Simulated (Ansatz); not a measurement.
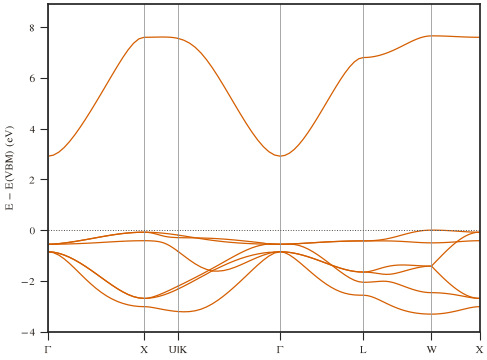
Fig. 1. Band structure from PBE in the plane-wave PAW code Ansatz

Problem. Read off the gap and where the band edges lie.

Solution. About 2.9 eV (2.92 eV by a search for the band edges); maximum at W, minimum at Γ.

Problem. Which of these materials gives this?
(A) MgTe, zinc blende
(B) BaO, rock salt
(C) CdF2, fluorite
(D) AlN, zinc blende

Solution. C, CdF2, fluorite

Space group Fm-3m (fluorite). The PBE relaxation kept the symmetry of its start. Spin–orbit coupling is left out wherever it is not named.

Potentials: the later of the program's two PAW sets.
